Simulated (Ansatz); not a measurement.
## LiZn (space group Fd-3m): energy against volume

LiZn (space group Fd-3m)

```xyz
4
Lattice="0.0000 3.0277 3.0277 3.0277 0.0000 3.0277 3.0277 3.0277 0.0000" Properties=species:S:1:pos:R:3 pbc="T T T"
Li     4.5416     4.5416     4.5416
Li     3.0277     3.0277     3.0277
Zn     1.5139     1.5139     1.5139
Zn     0.0000     0.0000     0.0000
```

Equation-of-state scan: isotropic scaling of the cell above, V₀ being its volume. Symmetry pins the atoms to their sites.

The numbers are results of PBEsol (plane waves to 420 eV, PAW, scalar-relativistic; Ansatz, a quantum-chemistry and plane-wave program), not measurements. k mesh 13×13×13 (Γ-centred), Fermi-Dirac smearing 0.05 eV. E stands for the smeared free energy. LiZn was relaxed with its symmetry unable to fall. ΔE is measured from the relaxed starting cell.

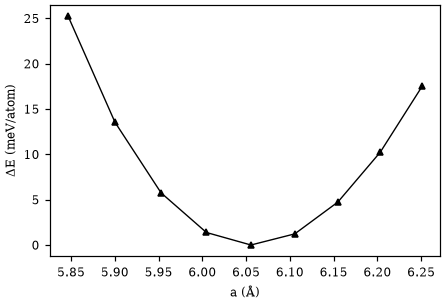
Fig. 1. ΔE (meV/atom) against a (Å); one marker a computed point.

The equilibrium volume of the fit is 13.88 Å³/atom, the pressure for 5 % compression (fit) is 2.8 GPa and the pressure at the smallest volume is 6.4 GPa. The energy cost of the largest expansion is 17 meV/atom and the pressure derivative B₀′ (fit) is 4.4.

P = (3B₀/2)(x⁷ − x⁵)[1 + ¾(B₀′ − 4)(x² − 1)] with x = (1/0.95)^(1/3), B₀ = 48.1 GPa and B₀′ = 4.39.

(A scan under strain: stresses follow from slopes of the energy per volume, elastic moduli from its curvatures.)
